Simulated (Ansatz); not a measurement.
**Fields on a plane of Ga2O3 (beta-Ga2O3 type, space group C2/m)**

```xyz
10
Lattice="6.1278 -1.5195 0.0000 6.1278 1.5195 0.0000 -1.3861 0.0000 5.6406" Properties=species:S:1:pos:R:3 pbc="T T T"
Ga     0.0077     0.0000     4.4831
Ga    10.8618     0.0000     1.1575
Ga     7.6373     0.0000     1.7738
Ga     3.2323     0.0000     3.8667
O      1.8613     0.0000     0.6157
O      9.0083     0.0000     5.0248
O      1.3433     0.0000     3.1786
O      9.5263     0.0000     2.4620
O      5.7271     0.0000     1.4453
O      5.1424     0.0000     4.1952
```

The slice is a (001) plane (indices of the conventional cell) through the point (0.164, 0.164, 0.109) (fractional), spanned by u = [1 -1 0] and v = [110] in vectors of this cell: u (3.04 Å) and v (12.26 Å, at 90° to u). It covers one period; positions are fractions (u, v).

Atoms on it: O at (0.00, 0.00); O at (0.50, 0.50). Other atoms lie within 1 Å of the plane.

These are r2SCAN (plane waves to 500 eV, PAW, scalar-relativistic; Ansatz, an electronic-structure program) values and carry that method's errors. k mesh 11×11×6. Near the nuclei the fields are pseudised (PAW); where an atom keeps semicore shells as valence, they peak there. Ga2O3 was relaxed with its symmetry unable to fall.

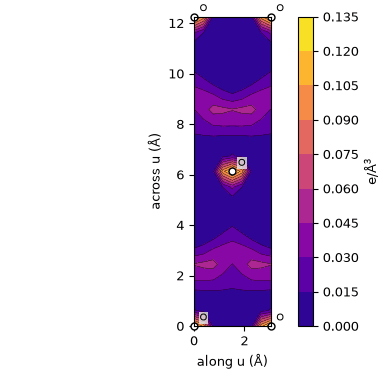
Figure. Density of the lowest conduction band (whole band as if filled, smooth part) in e/Å³, one period of the plane, atoms marked. 

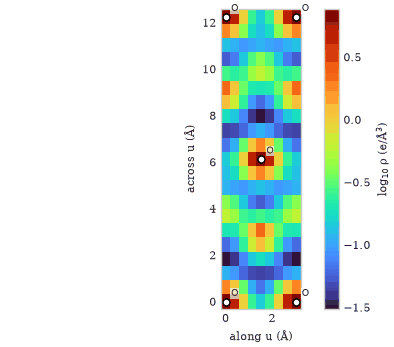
Figure. Log₁₀ of the valence density in e/Å³, one period of the plane, atoms marked. The scale is logarithmic, as a density can span decades between atoms and voids.
